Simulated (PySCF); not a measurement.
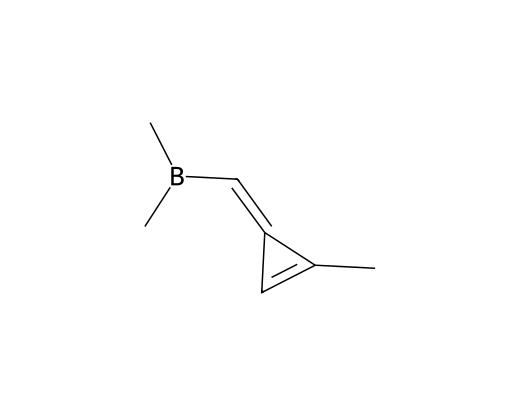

A structural formula.

**Write the SMILES.**

CB(C)/C=C1C=C\1C

**Give the formula, hydrogens included.**

C7H11B.

**An optimisation with GFN2-xTB gave a structure of which point group?**

C1. Other conformers may differ.

More results for the same structure follow; atom numbers are the same in all pictures, views and colours differ. The geometry was computed by an optimisation with GFN2-xTB. No frequency run is at hand to confirm it as a minimum.

**Geometry**

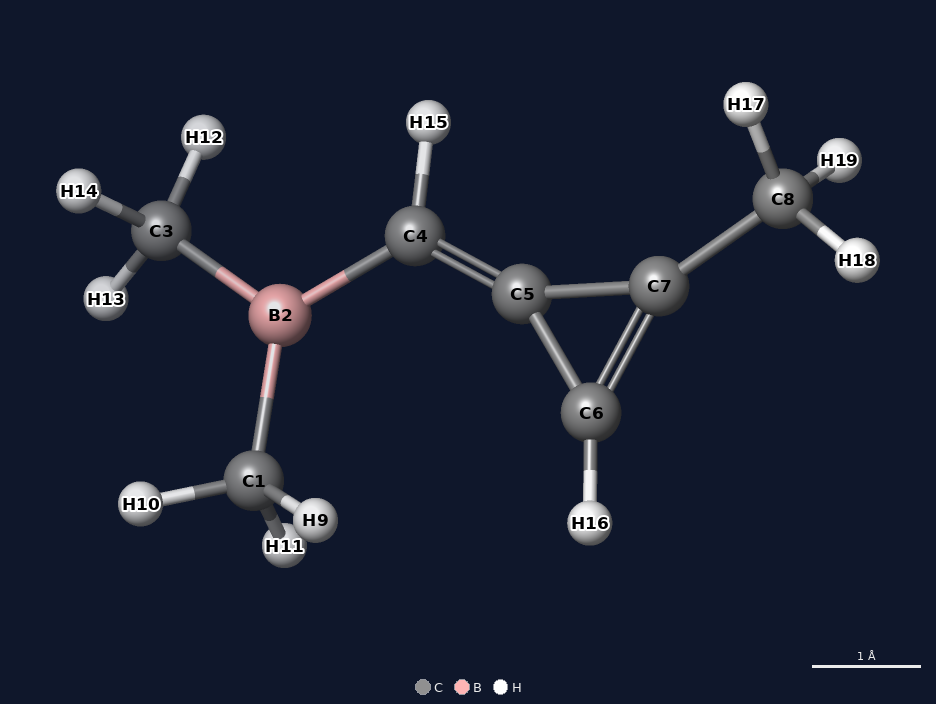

The atoms are numbered. No frequency run is at hand to confirm it as a minimum.

**What is the geometry at C1?**

C1 has 4 neighbours (B2 at 1.59, H9 at 1.09, H10 at 1.09, H11 at 1.09 Å); the arrangement is tetrahedral.

**Describe the coordination of atom 2.**

B2 has 3 neighbours (C1 at 1.59, C3 at 1.59, C4 at 1.53 Å); the arrangement is trigonal planar.

**What is the geometry at C8?**

C8 has 4 neighbours (C7 at 1.46, H17 at 1.09, H18 at 1.09, H19 at 1.09 Å); the arrangement is tetrahedral.

**What is the geometry at C4?**

C4 has 3 neighbours (B2 at 1.53, C5 at 1.33, H15 at 1.09 Å); the arrangement is trigonal planar.

**What is the dihedral angle C5–C6–C7–C8?**

180° in size, that is anti.

**Ring current**

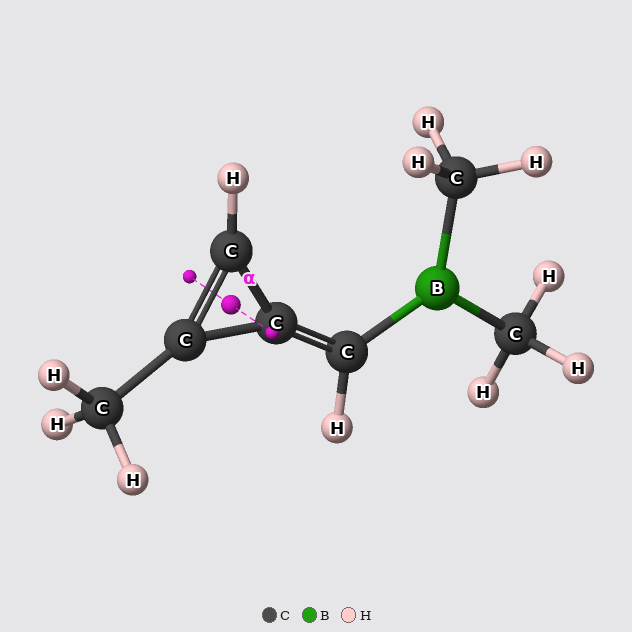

The small points mark where nucleus-independent chemical shifts (NICS) were computed: at the centre of each lettered ring and 1 Å above and below it. No frequency run is at hand to confirm it as a minimum. Level of theory: GIAO PBE0/pcSseg-1 NMR shielding, non-relativistic, gas phase (PySCF 2.14.0).

Give NICS(0), NICS(1) and the out-of-plane component NICS(1)zz for each ring (means of the two sides).

```csv
ring,members,NICS(0),NICS(1),NICS(1)zz
α,C3,−22.5,−9.4,−14.4
```

Values in ppm.

**Charges**

The questions are on ESP-fitted charges. No frequency run is at hand to confirm it as a minimum. Method: PBE0/pcSseg-1, gas phase (PySCF 2.14.0).

Give the ESP-fitted charges atom by atom.

```json
{"atom": "C1", "value (e)": "−0.82"}
{"atom": "B2", "value (e)": "0.94"}
{"atom": "C3", "value (e)": "−0.75"}
{"atom": "C4", "value (e)": "−1.03"}
{"atom": "C5", "value (e)": "0.34"}
{"atom": "C6", "value (e)": "−0.35"}
{"atom": "C7", "value (e)": "0.27"}
{"atom": "C8", "value (e)": "−0.56"}
{"atom": "H9", "value (e)": "0.17"}
{"atom": "H10", "value (e)": "0.16"}
{"atom": "H11", "value (e)": "0.17"}
{"atom": "H12", "value (e)": "0.15"}
{"atom": "H13", "value (e)": "0.14"}
{"atom": "H14", "value (e)": "0.15"}
{"atom": "H15", "value (e)": "0.25"}
{"atom": "H16", "value (e)": "0.23"}
{"atom": "H17", "value (e)": "0.18"}
{"atom": "H18", "value (e)": "0.17"}
{"atom": "H19", "value (e)": "0.18"}
```

**Electronic properties**

No frequency run is at hand to confirm it as a minimum. Method: PBE0/pcSseg-1, gas phase (PySCF 2.14.0).

Computed properties:

- dipole moment: 4.16 D
- HOMO energy (Kohn–Sham orbital): −6.27 eV
- LUMO energy (Kohn–Sham orbital): −0.53 eV
- HOMO–LUMO gap: 5.74 eV

The geometry is semi-empirical. Around B such bond lengths and angles can be off by a tenth of an ångström or more and by several degrees, and values that hang on the shape move with them.
